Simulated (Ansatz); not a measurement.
CH$_{2}$Cl$_{3}$Ge (SMILES Cl[C](Cl)(Cl)[GeH2]) (doublet)

Input file:

```
crystal:
  periodic: [false, false, false]
  atoms:
    - { symbol: Cl, position_ang: [-1.488, -0.9776, 1.3318] }
    - { symbol: C, position_ang: [-0.7551, -0.0115, 0.0317] }
    - { symbol: Cl, position_ang: [-1.5858, 1.5562, -0.0825] }
    - { symbol: Cl, position_ang: [-0.9115, -0.8792, -1.5121] }
    - { symbol: Ge, position_ang: [1.1272, 0.2798, 0.4232] }
    - { symbol: H, position_ang: [1.7639, 1.1206, -0.7125] }
    - { symbol: H, position_ang: [1.8492, -1.0883, 0.5205] }
basis:
  gaussian:
    orbitals: def2-SVP
hamiltonian:
  xc: hf
magnetization:
  spin_polarized: true
  initial_magnetization: 1.0
output:
  orbitals: {}
  forces: true
```

Run with:

```sh
python
```

Not at a stationary point (largest force 1.6 eV/Å).

All numbers below come from Ansatz, SCF hf, Gaussian basis.

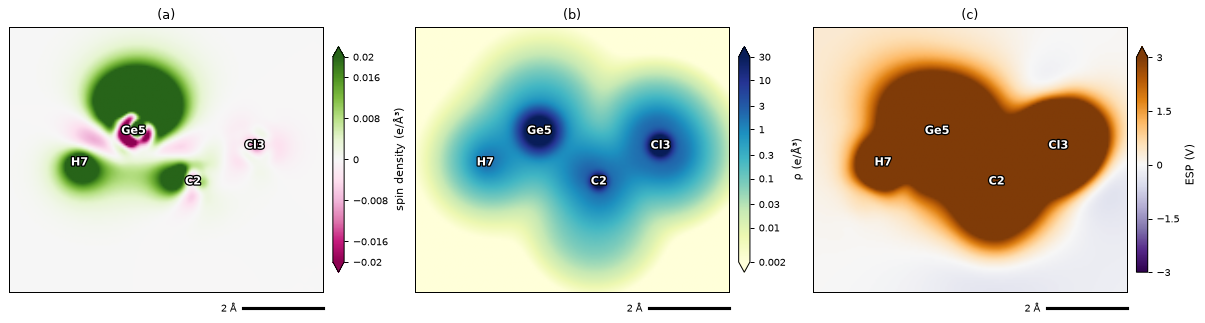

Figure 1. (a) spin density (α minus β); (b) total electron density; (c) electrostatic potential on the plane of atoms Cl3, C2 and Ge5.

Q: What does the map show?

A: The plane passes through C, Cl, Ge and H nuclei. C–Cl (1.78 Å): ρ is about 1.4 e/Å³ halfway. C–Ge (1.94 Å): ρ is about 0.93 e/Å³ halfway. Ge–H (1.55 Å): ρ is about 1 e/Å³ halfway. The unpaired spin (1 electron) lies mostly on Ge5 (about 0.8), in electrons by Hirshfeld's partition. Outside the dense part of the molecule the potential is most negative (−0.4 V) near Cl1 and Cl3.

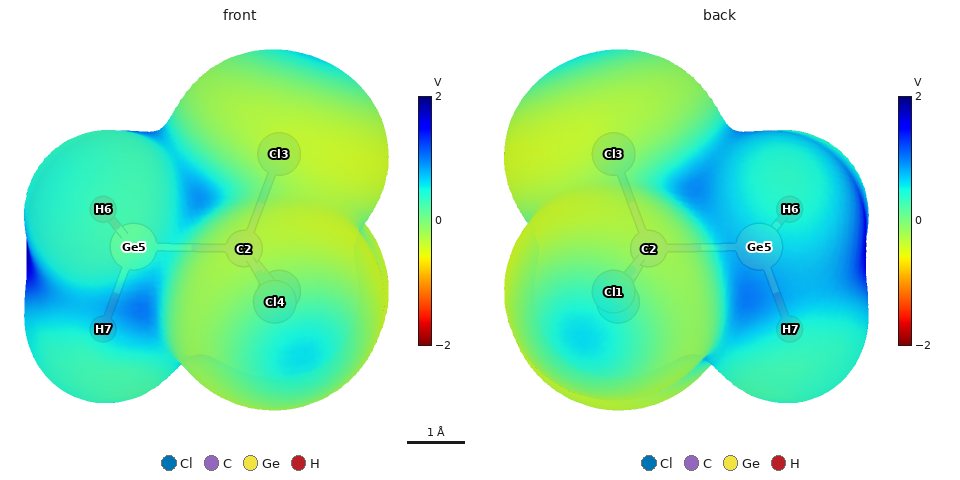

Figure 2. The electrostatic potential painted on the density surface at 0.002 e/bohr³, seen from the front and from behind; the colour scale runs from red (negative) to blue (positive).

Q: Where is the surface potential most negative and most positive?

A: The most negative region (about −0.4 V) lies over Cl1, Cl3 and Cl4, the most positive (about +1.7 V) over Ge5. Cl1 shows a σ-hole: about +0.6 V at the tip opposite its bond, against about −0.2 V on its flanks. Cl3 shows a σ-hole: about +0.6 V at the tip opposite its bond, against about −0.2 V on its flanks. Cl4 shows a σ-hole: about +0.6 V at the tip opposite its bond, against about −0.2 V on its flanks.

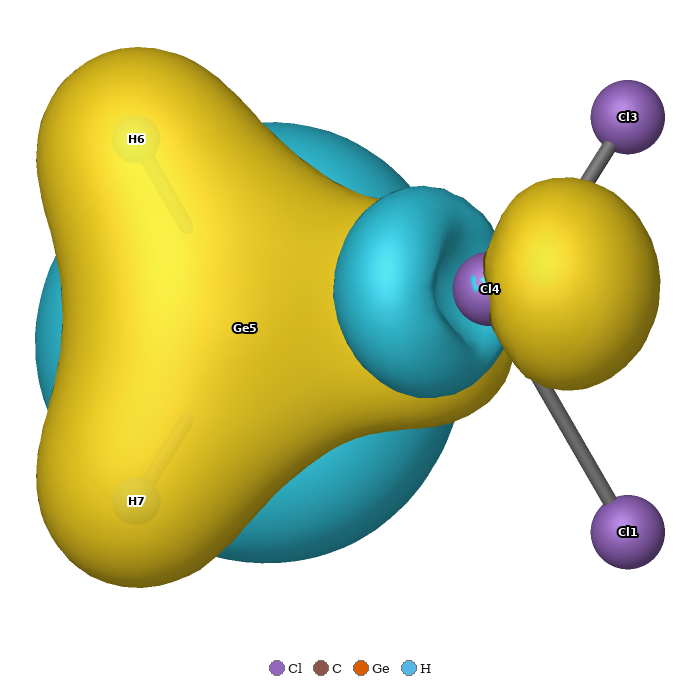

Figure 3. The HOMO (α) at ±0.1 Å⁻³ᐟ² (yellow and cyan are the two phases), seen across its widest extent.

Q: Where does this orbital lie, and at what energy?

A: Its weight (Hirshfeld) is mainly on Ge5 (about 70 %) and Cl4 (about 10 %). Its energy is −9.51 eV.
